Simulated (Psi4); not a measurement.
# BSiH5 (BH2(SiH3)): CCD/def2-SVP (Cholesky decomposition, Cholesky for correlation)

Aim: the energy difference between two shapes of BSiH5 (BH2(SiH3)) at CCD/def2-SVP (Cholesky decomposition, Cholesky for correlation), from 2 runs. 

The calculation is run with Psi4 1.11.

## Step 1: The system as given

BSiH5 has 7 atoms, charge 0, and is taken as a singlet. SMILES: `[H]B([H])[SiH3]`. Geometry: relaxed at GFN2-xTB.

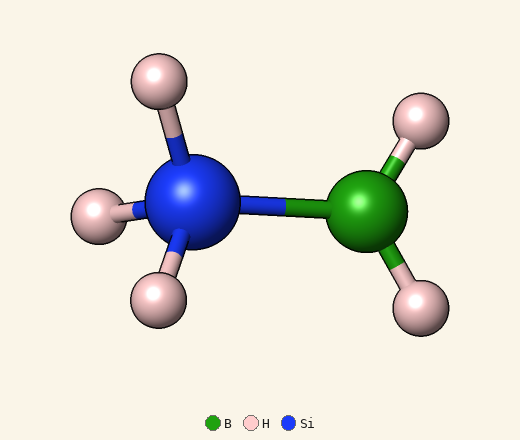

Viewed from a chosen angle; boron green, hydrogen pink, silicon blue.

## Step 2: A single-point energy at CCD/def2-SVP (Cholesky decomposition, Cholesky for correlation)

File bh5si.dat:

```
memory 1600 mb

molecule mol {
  B      1.12540750     1.96259396     0.01126277
  H      3.33563117     2.03510276     0.05177850
  H      0.07411506     3.90602611    -0.09070685
  Si    -0.71371176    -1.24338310     0.03477096
  H     -3.23851815    -1.14462601     1.19617774
  H      0.56791939    -3.33381703     1.34750701
  H     -1.15082431    -2.18189668    -2.55079012
  units au
  no_reorient
  no_com
}

set globals {
  basis    def2-SVP
  scf_type cd
  cc_type  cd
}

result, w = energy('ccd', return_wfn=True)
```

On the command line:

```bash
$ psi4 -n 1 bh5si.dat bh5si.out
```

bh5si.out (excerpt; [...] marks lines left out):

```text
[...]
  Running in c1 symmetry.
[...]
  Nuclear repulsion =   48.520134234401496
[...]
  Multiplicity = 1
[...]
  Nalpha       = 12
  Nbeta        = 12
[...]
    Number of basis functions: 57
[...]
   @RHF iter   1:  -316.33012800806807   -7.20066e-01   2.57610e-03 DIIS/ADIIS
[...]
   @RHF iter  10:  -316.36590334601914   -1.67120e-11   9.25157e-09 DIIS
[...]
    Orbital Energies [Eh]
    ---------------------
    Doubly Occupied:
       1A    -68.729478     2A     -7.619145     3A     -6.107092
       4A     -4.217138     5A     -4.216832     6A     -4.216511
       7A     -0.755889     8A     -0.659270     9A     -0.522045
      10A     -0.477343    11A     -0.462030    12A     -0.435237
[...]
  @RHF Final Energy:  -316.36590334601914
   => Energetics <=
    Nuclear Repulsion Energy =             48.5201342344014961
    One-Electron Energy =                -532.9360540693331814
    Two-Electron Energy =                 168.0500164889125188
    Total Energy =                       -316.3659033460191949
[...]
 Multipole Moments:
 ------------------------------------------------------------------------------------
     Multipole            Electronic (a.u.)      Nuclear  (a.u.)        Total (a.u.)
 ------------------------------------------------------------------------------------
 L = 1.  Multiply by 2.5417464519 to convert [e a0] to [Debye]
 Dipole X            :          4.9491480           -4.7766040            0.1725440
 Dipole Y            :          8.6136276           -8.3136045            0.3000232
 Dipole Z            :         -0.4887760            0.4970736            0.0082976
 Magnitude           :                                                    0.3461996
[...]
	CD-MP2 Total Energy (a.u.)         :  -316.56696279098537
[...]
```

Run time: 3.9 s. Hardware: 1 thread of Intel Xeon Platinum 8375C at 2.90GHz (Ice Lake), shared host; peak memory 0.21 GiB.

## Step 3: The distorted shape

File bh5si.in:

```
memory 1.6 GB

molecule {
  B      1.34452124     1.66199334    -0.04296103
  H      3.53547160     2.00789637     0.12012989
  H      0.18258534     3.99668383    -0.19858565
  Si    -0.59564545    -1.07110811    -0.11629375
  H     -3.22160699    -1.29398807     1.44645496
  H      0.45344356    -3.11004512     1.59525199
  H     -1.25374825    -2.51749881    -2.91082263
  units au
  no_reorient
  no_com
}

set basis def2-SVP
set scf_type cd
set cc_type cd

energy_value, wavefunction = energy('ccd', return_wfn=True)
```

On the command line:

```bash
$ psi4 -n 1 bh5si.in bh5si.out
```

bh5si.out (excerpt; [...] marks lines left out):

```text
[...]
  Running in c1 symmetry.
[...]
  Nuclear repulsion =   48.812065918124858
[...]
  Multiplicity = 1
[...]
  Nalpha       = 12
  Nbeta        = 12
[...]
    Number of basis functions: 57
[...]
   @RHF iter   1:  -316.25087607296928   -7.01650e-01   2.93836e-03 DIIS/ADIIS
[...]
   @RHF iter  11:  -316.29883672379492   -3.97904e-12   6.30402e-09 DIIS
[...]
    Orbital Energies [Eh]
    ---------------------
    Doubly Occupied:
       1A    -68.757380     2A     -7.643736     3A     -6.132374
       4A     -4.242799     5A     -4.241749     6A     -4.241276
       7A     -0.770975     8A     -0.640024     9A     -0.510845
      10A     -0.467838    11A     -0.458642    12A     -0.413855
[...]
  @RHF Final Energy:  -316.29883672379492
   => Energetics <=
    Nuclear Repulsion Energy =             48.8120659181248584
    One-Electron Energy =                -533.1788142274458551
    Two-Electron Energy =                 168.0679115855260761
    Total Energy =                       -316.2988367237949205
[...]
 Multipole Moments:
 ------------------------------------------------------------------------------------
     Multipole            Electronic (a.u.)      Nuclear  (a.u.)        Total (a.u.)
 ------------------------------------------------------------------------------------
 L = 1.  Multiply by 2.5417464519 to convert [e a0] to [Debye]
 Dipole X            :          2.2536660           -1.9202848            0.3333812
 Dipole Y            :          7.9638583           -7.6024986            0.3613597
 Dipole Z            :          1.6658955           -1.7904891           -0.1245936
 Magnitude           :                                                    0.5071956
[...]
	CD-MP2 Total Energy (a.u.)         :  -316.50457976837822
[...]
```

Run time: 4.2 s. Hardware: 1 thread of Intel Xeon Platinum 8375C at 2.90GHz (Ice Lake), shared host; peak memory 0.21 GiB.

## Step 4: Summary of results

At CCD/def2-SVP (Cholesky decomposition, Cholesky for correlation):

| quantity | value |
| --- | --- |
| first shape: total energy | -316.60910 Eh |
| first shape: HOMO energy (Hartree–Fock orbitals) | -11.84 eV |
| first shape: LUMO energy (Hartree–Fock orbitals) | 1.10 eV |
| first shape: HOMO–LUMO gap (Hartree–Fock orbitals) | 12.94 eV |
| first shape: correlation energy | -243.2 mEh |
| distorted shape: total energy | -316.54833 Eh |
| distorted shape: HOMO energy (Hartree–Fock orbitals) | -11.26 eV |
| distorted shape: LUMO energy (Hartree–Fock orbitals) | 0.40 eV |
| distorted shape: HOMO–LUMO gap (Hartree–Fock orbitals) | 11.66 eV |
| distorted shape: correlation energy | -249.5 mEh |
| energy change with the atoms displaced | 1.654 eV |

What this shows: With the atoms displaced the energy rises by 1.65 eV (160 kJ/mol). The first shape isn't relaxed at this level, so the change isn't measured from a minimum.
